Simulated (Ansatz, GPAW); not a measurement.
# Work function of I/Mo(110) at several levels, part 3 of 3

Aim: the work function of both faces of I/Mo(110), and its spread over functionals and bases.

GPAW 26.7.0 and Ansatz 0.2.0; Ansatz plane waves; slab in vacuum with a dipole correction, relaxation; PAW set soft_1 (the session's first sound run).

So far, upper work function (eV): step 2 (relaxation, PBE) 3.99; step 4 (self-consistent run: xc = "RPBE") 3.90; step 5 (self-consistent run: xc = "revPBE") 3.90; step 6 (OptPBE vdW: xc = "optPBE-vdW", GPAW, PAW setups, GPAW) 4.20; step 7 (real-space grid: mode = "fd", PBE, GPAW) 3.99.

## 8. Cost and result by level

Times are for 1 thread of Arm Neoverse V1, shared host. The runs compared:

```tsv
no.	run	upper work function (eV)	lower work function (eV)	time	memory (GiB)
1	pw	3.991	4.639	31 min	0.9
2	RPBE	3.901	4.490	32 min	0.9
3	revPBE	3.899	4.510	33 min	0.9
4	optPBE vdW	4.199	4.813	33 min	1.2
5	fd	3.990	4.638	2.3 h	5.2
```

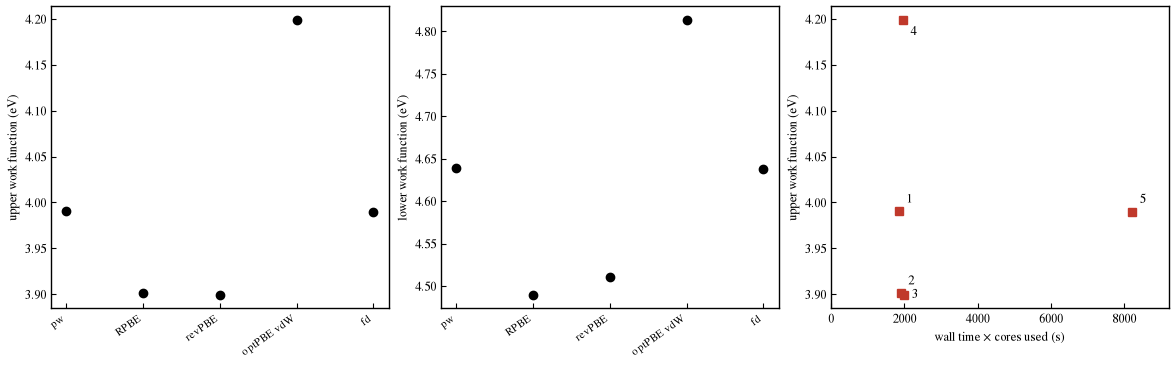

The series as plots; the last panel sets the first result against cost, with the runs numbered as in the table.

## 9. A second plane-wave code

A second program with its own datasets checks the number independently.

This step: Ansatz plane waves; slab in vacuum with a dipole correction; PAW set soft_1 (Ansatz 0.2.0).

Input file input.yaml:

```yaml
crystal:
  lattice:
    - [4.4547727215, -3.15, 0.0]
    - [4.4547727215, 3.15, 0.0]
    - [0.0, 0.0, 23.3599884737]
  atoms:
    - { symbol: Mo, position: [0.0, 0.0, 0.2996576821] }
    - { symbol: Mo, position: [0.25, 0.25, 0.3950081727] }
    - { symbol: Mo, position: [0.0017643604, 0.0017643604, 0.4895498011] }
    - { symbol: Mo, position: [0.2409103166, 0.2409103166, 0.5856502492] }
    - { symbol: Mo, position: [0.0, 0.5, 0.2996576821] }
    - { symbol: Mo, position: [0.25, 0.75, 0.3950081727] }
    - { symbol: Mo, position: [0.0003641517, 0.4996444817, 0.4920512136] }
    - { symbol: Mo, position: [0.2535289163, 0.7504155055, 0.5840401506] }
    - { symbol: Mo, position: [0.5, 0.0, 0.2996576821] }
    - { symbol: Mo, position: [0.75, 0.25, 0.3950081727] }
    - { symbol: Mo, position: [0.4996444817, 0.0003641517, 0.4920512136] }
    - { symbol: Mo, position: [0.7504155055, 0.2535289163, 0.5840401506] }
    - { symbol: Mo, position: [0.5, 0.5, 0.2996576821] }
    - { symbol: Mo, position: [0.75, 0.75, 0.3950081727] }
    - { symbol: Mo, position: [0.4993970243, 0.4993970243, 0.4908891019] }
    - { symbol: Mo, position: [0.7549642845, 0.7549642845, 0.5822847719] }
    - { symbol: I, position: [0.4324160631, 0.4324160631, 0.6835150882] }
kpoints:
  mp_grid: { grid: [6, 6, 1] }
hamiltonian:
  xc: pbe
  pseudopotentials: { kind: paw, azcp: { folder: soft_1 } }
scf:
  occupations: { method: fermi_dirac, width: 0.1 }
efield:
  axis: 3
  dipole_correction: true
  ramp_width: 0.05
output:
  forces: true
  write_potential: true
  write_density: true
  volumetric_format: npy
  elf: true
```

Command:

```sh
> ansatz run input.yaml --threads 4 --pin off --max-ram 8192MiB --backend cpu --events-out ev --progress --plain --runs-dir out
```

Numbers of over 12 decimals in the logs are rounded to 6 here.

The log of the run:

```text
[...]
Crystal: 17 atoms, lattice volume = 655.600 Å³
Basis set: ecut = 420 eV, 12835 PW (Γ), exchange–correlation on 80×80×320 points (8 copies of the dense FFT grid, shifted against one another)
Bands: 145, of which v1, the nominal top of the filled ones, is band 121 counted from 1 (120 counted from 0)
Symmetry: 2 space group operations
[...]
k-points: 13 of 36 (time reversal used)
[...]
SCF iter   1: F=—  HF=-86814.898390 eV  |F-HF|=—  |Δ(HF+E_count)|=         —  Δρ=6.39e-2  dr2=7.47e1  ethr=3.10e-3  p=0.000 e·Å  D=3.29e-8 V/Å  ΔV_dip=-0.00 eV  dr2_dipole=1.90e-2  V_vac-E_F(+/−)=6.08/6.08 eV  ⟨swp⟩=9.2  Hψ=9017  notcnv=0
[...]
SCF iter  12: F=-86802.455409 eV  HF=-86802.455409 eV  |F-HF|=1.78e-8  |Δ(HF+E_count)|=   2.59e-8  Δρ=9.61e-7  dr2=9.80e-9  ethr=4.15e-11  p=0.102 e·Å  D=2.81e-2 V/Å  ΔV_dip=-0.66 eV  dr2_dipole=1.34e-10  V_vac-E_F(+/−)=3.99/4.65 eV  ⟨swp⟩=15.1  Hψ=15253  notcnv=0
SCF 1 converged in 12 iterations: F = -86802.455409 eV  dr2 = 9.80e-9
[...]
SCF converged after 12 iterations
Free energy (F): -86802.455409 eV
[...]
Internal energy: -86802.002428 eV  (E = F + TS)
E sigma→0 (E₀):  -86802.228919 eV
Entropy (-TS):   -0.452982 eV (-26.646 meV/atom)
Fermi energy:    6.158440 eV
Dipole field:    D = 0.028142 V/Å  (p = 0.101959 e·Å, saw-weighted, corrected)
Work function:   Φ+ = 3.9900 eV   Φ− = 4.6474 eV
[...]
--- Forces (eV/Å), atoms counted from 1 ---
  atom   1  Mo    -0.00509987     0.00000000     0.48508405
  atom   2  Mo     0.06122723     0.00000000    -0.60433622
  atom   3  Mo     0.00214880     0.00000000     0.01136253
  atom   4  Mo     0.00731879     0.00000000    -0.00431429
  atom   5  Mo     0.01291569    -0.03462407     0.55051547
  atom   6  Mo    -0.01227434     0.04266671    -0.39934886
  atom   7  Mo    -0.00029530    -0.00497560    -0.01173244
  atom   8  Mo    -0.00173733    -0.00379114     0.00024491
  atom   9  Mo     0.01291569     0.03462407     0.55051547
  atom  10  Mo    -0.01227434    -0.04266671    -0.39934886
  atom  11  Mo    -0.00029530     0.00497560    -0.01173244
  atom  12  Mo    -0.00173733     0.00379114     0.00024491
  atom  13  Mo    -0.03171064     0.00000000     0.43150626
  atom  14  Mo    -0.03344054     0.00000000    -0.61959201
  atom  15  Mo    -0.00421237     0.00000000     0.00949915
  atom  16  Mo     0.01345494     0.00000000     0.00482933
  atom  17  I     -0.00690255     0.00000000     0.00656949
  max |Σ_I F_I| component: 3.36e-5 eV/Å
--- Band table (eV; the first three rows and the last of 13) ---
  k-point 0: bands = [... 117 lower, 6.7476, 6.8858, 7.0193, 7.0837, 7.1907, 7.2664, 7.2731, 7.3232, ... 20 higher]
  k-point 1: bands = [... 117 lower, 6.5481, 6.6212, 6.7683, 6.8211, 6.8682, 7.0833, 7.1562, 7.1891, ... 20 higher]
  k-point 2: bands = [... 117 lower, 5.7472, 5.8839, 5.9972, 6.2522, 6.4841, 6.6429, 6.7255, 6.8879, ... 20 higher]
  k-point 12: bands = [... 117 lower, 5.4348, 5.4380, 5.4428, 5.4712, 5.5496, 5.5938, 5.8341, 5.9398, ... 20 higher]
```

Wall time 66 s (4 threads of Arm Neoverse V1, shared host); peak memory 2.4 GiB; 4.3 min of CPU time.

The column dr2 measures how far the density is from self-consistency, as an energy; F and HF (Harris–Foulkes) agree once it is small.

This step gave:

| Quantity | Value |
| --- | --- |
| lower work function | 4.647 eV |
| dipole along the normal | 0.1020 e·Å |
| dipole field | 0.02814 V/Å |

The electrostatic potential energy of an electron (with the applied field's), less the Fermi level, planar mean oscillates, so the rows of the table below give means over windows of 2.5 Å about each position, cut where the curve ends. Its maxima inside the range that stand out by 2 % of the span (Å: eV): 8.2: -2.28, 10.4: -2.17, 12.6: -2.73, 15.0: 0.419. Its minima: 7.0: -22.6, 9.2: -23.0, 11.5: -22.9, 13.6: -22.5, 15.6: -1.21.

The electrostatic potential energy of an electron (with the applied field's), less the Fermi level, planar mean by z; means over each step:

```tsv
z (Å)	electrostatic potential energy of an electron (with the applied field's), less the Fermi level, planar mean (eV)
0.0	4.61
2.5	4.64
5.0	2.78
7.5	-12.2
10.0	-13.1
12.5	-14.1
15.0	-4.93
17.5	2.75
20.0	3.99
22.5	4.05
```

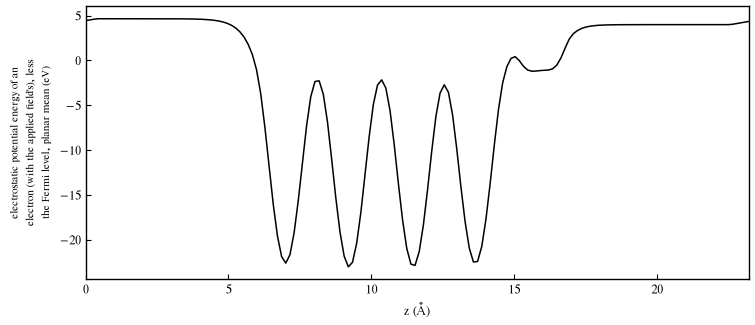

Electrostatic potential energy of an electron (with the applied field's), less the Fermi level, planar mean against z.

The valence density, planar mean oscillates, so the rows of the table below give means over windows of 2.26 Å about each position, cut where the curve ends. Its maxima inside the range that stand out by 2 % of the span (Å: e/Å³): 7.0: 1.63, 9.2: 1.62, 11.5: 1.61, 13.6: 1.62, 15.9: 0.556. Its minima: 8.2: 0.328, 10.4: 0.315, 12.6: 0.349, 15.0: 0.146.

Table of valence density, planar mean by z; means over each step:

```tsv
z (Å)	valence density, planar mean (e/Å³)
1.13	4.7e-6
3.39	0.00107
5.65	0.290
7.91	0.904
10.17	0.893
12.43	0.945
14.69	0.598
16.95	0.169
19.21	3.8e-4
21.47	0
```

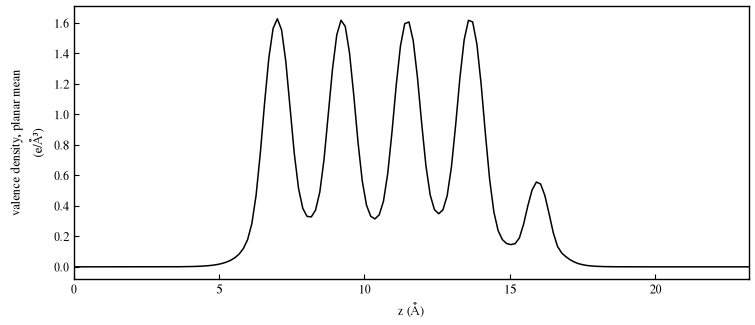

Valence density, planar mean, plotted against z.

Force by atom:

```tsv
atom	x (eV/Å)	y (eV/Å)	z (eV/Å)	size
Mo1	-0.005	0.000	0.485	0.485
Mo2	0.061	0.000	-0.604	0.607
Mo3	0.002	0.000	0.011	0.012
Mo4	0.007	0.000	-0.004	0.008
Mo5	0.013	-0.035	0.551	0.552
Mo6	-0.012	0.043	-0.399	0.402
Mo7	0.000	-0.005	-0.012	0.013
Mo8	-0.002	-0.004	0.000	0.004
Mo9	0.013	0.035	0.551	0.552
Mo10	-0.012	-0.043	-0.399	0.402
Mo11	0.000	0.005	-0.012	0.013
Mo12	-0.002	0.004	0.000	0.004
Mo13	-0.032	0.000	0.432	0.433
Mo14	-0.033	0.000	-0.620	0.620
Mo15	-0.004	0.000	0.009	0.010
Mo16	0.013	0.000	0.005	0.014
I17	-0.007	0.000	0.007	0.010
```

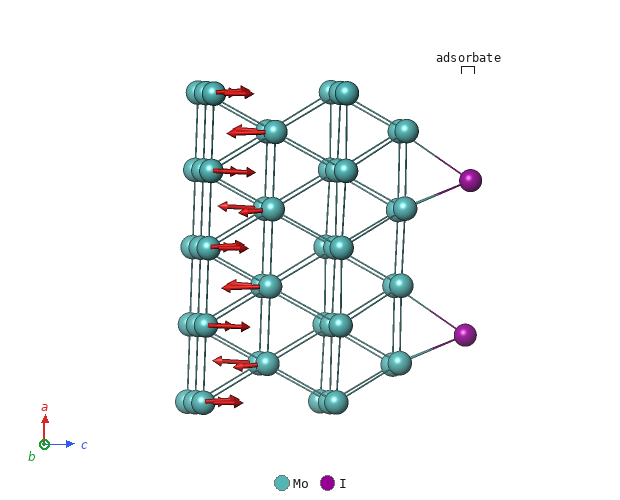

Force as arrows, the longest 0.620 eV/Å. 2×1×1 cells are drawn. Some periodic images of atoms are drawn too.

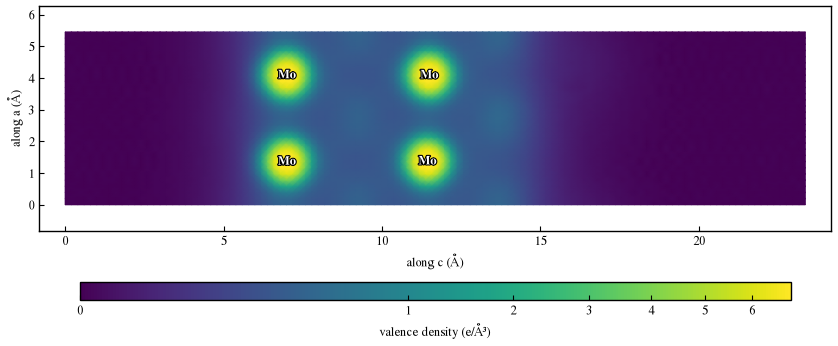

Valence density in the ca plane at fractional y = 0.000, with atoms of Mo within 0.2 Å of it. It is the smooth field of the valence electrons, not physical close to the nuclei. The map starts off the cell's origin, so that atoms lie inside it. The colour scale is stretched toward low values.

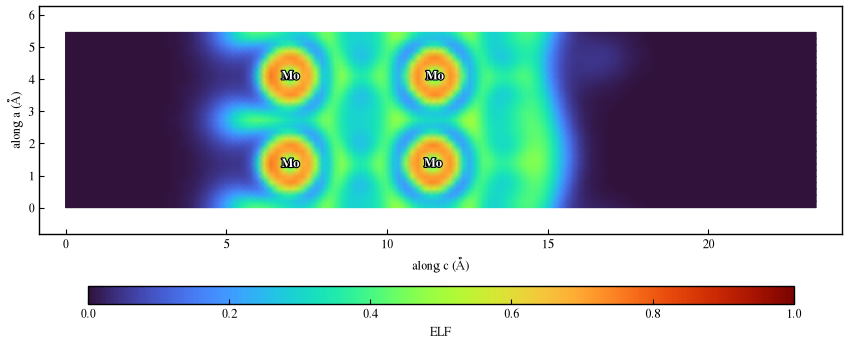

ELF in the ca plane at fractional y = 0.000, with atoms of Mo within 0.2 Å of it. It is the smooth field of the valence electrons, not physical close to the nuclei. The map starts off the cell's origin, so that atoms lie inside it.

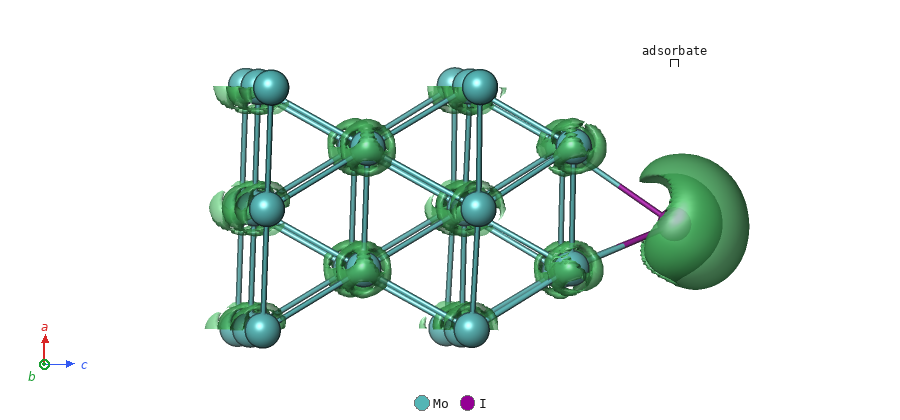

Surface of ELF = 0.72.

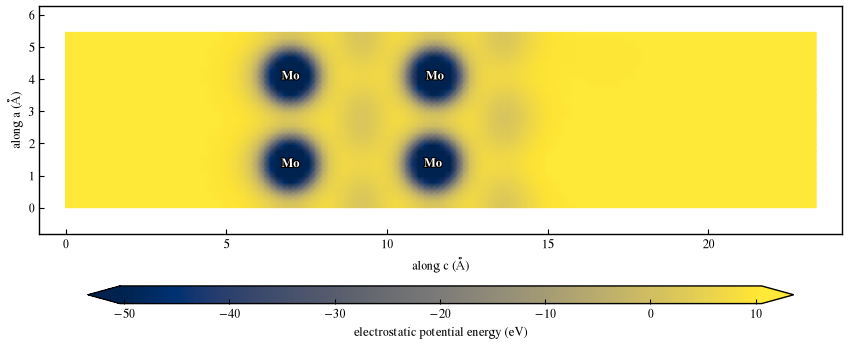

Electrostatic potential energy in the ca plane at fractional y = 0.000, with atoms of Mo within 0.2 Å of it. With pseudopotentials it is smooth inside the atoms' cores, unlike the true potential. The map starts off the cell's origin, so that atoms lie inside it.

The upper face's work function is 3.990 eV, against 3.991 eV in the first plane-wave PBE run at this geometry.

## 10. Side by side

Results and costs are gathered.

This step: comparison of work functions, dipole and cost; PAW set soft_1 (GPAW 26.7.0).

Ladder, by row:

```tsv
step	code	work function, upper (eV)	work function, lower (eV)	dipole (e Å)	wall time (s)	peak memory (GiB)	threads
pw	GPAW	3.991	4.639	0.1009	1863	0.9	1
RPBE	GPAW	3.901	4.49	0.09151	1907	0.9	1
revPBE	GPAW	3.899	4.51	0.09496	1987	0.9	1
optPBE-vdW	GPAW	4.199	4.813	0.0956	1978	1.25	1
fd	GPAW	3.99	4.638	0.1006	8227	5.18	1
ansatz	Ansatz	3.99	4.647	0.102	65.98	2.381	4
```

## 11. Results

```yaml
work_function_upper_and_lower_face: 3.991 and 4.639 eV
dipole_along_the_normal: 0.101 e Å
```

What this shows: With plane waves and PBE the work function is 3.99 eV on the upper face and 4.64 eV on the lower. The two faces differ by 0.65 eV, the step that the slab's dipole makes (e p/(ε0 A) gives 0.65 eV), so the dipole layer is needed. Over the sound runs of the table the upper face's work function spans 3.899 (revPBE) to 4.199 eV (optPBE-vdW). The two plane-wave codes differ by 5.4e-4 eV on the upper face. The cell of 28.1 Å² holds one I, started on one chosen site; other sites and coverages weren't tried. The in-plane lattice was kept as typed, which isn't the functional's own and leaves some strain; spin-orbit coupling and temperature are left out.

[Logs are printed without paths, hosts, clocks, repeated set-up lines and the standing remarks that a program may print on its own settings, such as how far it seeks lower states.]

[Hosts, paths, dates, database ids (printed as entryN), source tags and the programs' standing remarks are cut or masked in the printed files.]
